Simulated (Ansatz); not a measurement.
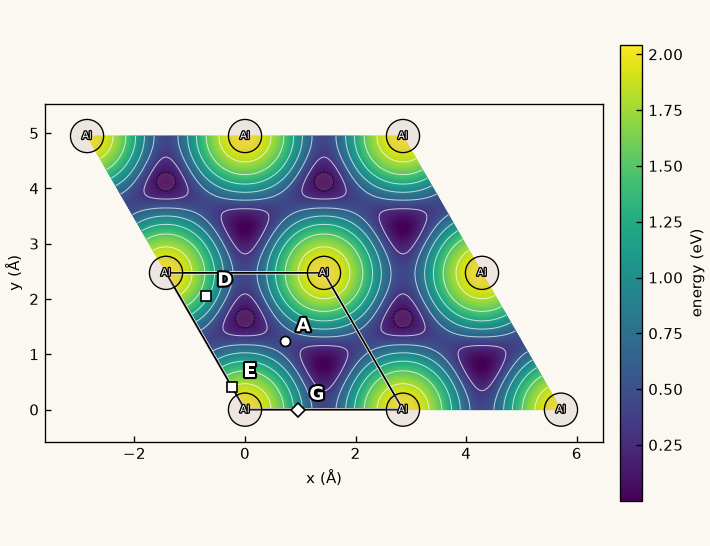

Pt on an Al(111) slab cut from the Fm-3m phase, its upper half relaxed before the scan (12 atoms of substrate and one adsorbate in a 2 × 2 cell). Pt is moved over the surface cell; relaxed at each place: the height of the adsorbate's atoms; substrate rigid; the origin of the map has the adsorbate above Al9. Places are given modulo a cell vector. The map is drawn in real space over the plane of the surface. The scan uses a 6 × 6 grid; 10 points were computed and 26 follow by symmetry. Places are given in fractions of the 1 × 1 surface cell. Energies are in eV, from the lowest grid point. The calculation used Ansatz, DFT PBE, scalar-relativistic, plane waves, PAW. Settings: cutoff 420 eV, k-mesh 6×6×1, gaussian smearing 0.1 eV, no spin polarisation.

Drawn: a smooth colour map with a few white contour lines, labelled circles for the atoms of the top layer and small ones for the second layer, the outline of one cell of the 2 × 2 shown, lettered points. Between grid points the surface is interpolated.

Rank the lettered points by energy, lowest first.

A (0.43 eV), G (1.06 eV), D (1.30 eV), E (1.79 eV).

PAW datasets: the set soft_1.
